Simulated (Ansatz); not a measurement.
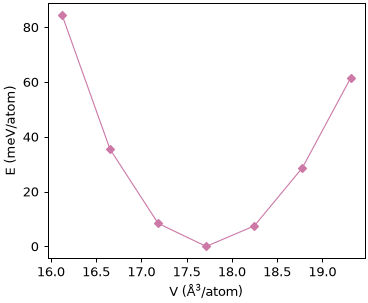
NbAs in space group I4_1md (No. 109; Nb on 4a, As on 4a) under volume change, plane-wave PAW PBE (Ansatz code), shape and atoms relaxed at each volume.

Task: What does a third-order Birch–Murnaghan fit give for V₀, B₀ and B′?

Result: V₀ = 17.72 Å³/atom, B₀ = 160 GPa, B′ = 4.4.

The cell was relaxed with PBE under the symmetry of its start. No spin polarisation was allowed.

Potentials: the earlier of the program's two PAW sets.
